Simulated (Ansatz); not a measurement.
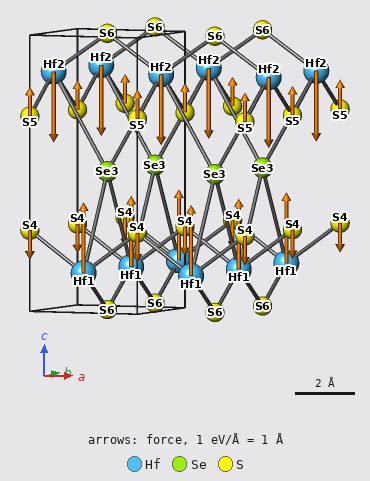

Starting geometry of solid Hf$_{2}$SeS$_{3}$ (a generated structure, set up in P-4m2) (coarse preliminary run) with the computed forces as orange arrows. The picture is a ball-and-stick view of the cell of the calculation, repeated 2 × 2 × 1 with one cell outlined, seen from a free direction.

The calculation used DFT PBE, scalar-relativistic, plane waves, PAW (Ansatz).

The input:
```yaml
crystal:
  lattice:
    - [3.99102464, 0.0, 0.0]
    - [0.0, 3.99102464, 0.0]
    - [0.0, 0.0, 9.39344956]
  atoms:
    - { symbol: Hf, position: [0.5, 0.0, 0.14330605] }
    - { symbol: Hf, position: [0.0, 0.5, 0.85669395] }
    - { symbol: Se, position: [0.5, 0.5, 0.5] }
    - { symbol: S, position: [0.0, 0.0, 0.29333845] }
    - { symbol: S, position: [0.0, 0.0, 0.70666155] }
    - { symbol: S, position: [0.5, 0.5, 0.0] }
basis:
  ecutwfc: 420
kpoints:
  mp_grid: { grid: [4, 4, 2] }
hamiltonian:
  xc: pbe
scf:
  occupations: { method: gaussian, width: 0.1 }
  lower_state_search: "off"
output:
  forces: true
  stress: true
  eigenvalues: true
relax:
  adjacent_minimum: "off"
  f_tol: 0.04
  max_steps: 70
  cell: { stress_tol: 0.4 }
```

Command:
```bash
ansatz run input.yaml --threads 1 --pin off --max-ram 2560MiB --backend cpu --events-out ev --progress --plain --runs-dir out
```

> Is this structure relaxed? If not, where do the atoms go?

It isn't relaxed: the largest force vector, on Hf atoms, is 2.42 eV/Å. The atoms end up moving mostly along the starting forces (cosine between the two patterns 1.00). After 10 accepted moves (11 points after the start) the energy has fallen by 3.295 eV per cell of the calculation. Largest force component: 2.4 eV/Å at the start, 0.014 eV/Å at the end. The pressure goes from 0.67 to 0.19 GPa. At 1 point the geometry stayed and the basis and grid were re-selected for the new cell (energy shift of 21.8 meV per cell of the calculation at most each time). The largest moves relative to the cell, 0.50 Å, are those of Hf1 and Hf2. Hf1 goes along +c. Largest moves by element: Hf 0.50 Å, S 0.17 Å. Se stays in place. The volume changes by −3.8 %, with a = b 3.991 → 4.587 Å (+14.9 %), c 9.393 → 6.845 Å (−27.1 %). Near-neighbour distances that change, for instance: Hf1–Se3 3.900 → 3.005 Å, Hf1–S6 2.407 → 2.730 Å, Hf1–S4 2.443 → 2.321 Å. Bond angles that change, for instance: S4–Hf1–S4 109.5° → 162.2°, Hf1–S4–Hf1 109.5° → 162.2°, S4–Hf1–S6 108.8° → 94.8°. The space group stays P-4m2 (No. 115). Cost: 2.5 min on 1 thread of AMD EPYC 7R43 64-Core Processor (Zen 3), with other jobs on the host, peak memory 0.47 GiB.
